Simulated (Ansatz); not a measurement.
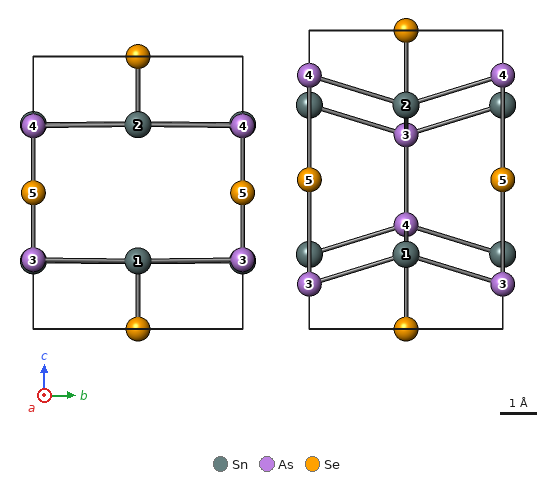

Two geometries of a crystal of Sn2As2Se (a generated structure, set up in I4/mmm) (coarse preliminary run), drawn at one scale. One is the start of a relaxation, the other its converged end. The picture is a ball-and-stick view of the conventional cell (2 times the calculation's cell), seen along the a axis. Lengths and directions refer to the drawn axes.

Method: Ansatz 0.2.0, DFT PBE, scalar-relativistic, plane waves, PAW. (plane-wave cutoff 420 eV; k-point mesh 4 × 4 × 4; occupations gaussian; smearing width 0.1 eV; no spin polarisation; cell and atoms relaxed; force threshold 0.04 eV/Å; at most 70 steps)

Which of the two is the end point?

The right one is the relaxed one. After 7 accepted moves (8 points after the start) the energy has fallen by 1370 meV per atom. Largest force component: 14 eV/Å at the start, 0.018 eV/Å at the end. Pressure: 21.84 GPa at the start and 0.00 GPa at the end. The SCF was repeated once at an unchanged geometry on a basis and grid sized afresh for the cell, which shifted the energy by less than 0.05 meV per atom at most. The largest moves relative to the cell, 0.88 Å, are those of As3 and As4. As4 goes along +c. Se and Sn stay in place. The drawn cell changes as follows: a = b 5.920 → 5.470 Å (−7.6 %), c 7.711 → 8.448 Å (+9.6 %); the volume changes by −6.4 %. Some distances before and after: As3–As4 3.923 → 2.538 Å, As3–Se5 1.894 → 2.955 Å, Sn1–As3 2.960 → 2.862 Å. Among the angles between lasting bonds that change: Sn1–As4–Sn1 178.7° → 145.7°, As3–Sn2–As3 178.7° → 145.7°, Sn1–As4–Se5 90.7° → 72.9°. The space group stays I4/mmm (No. 139).
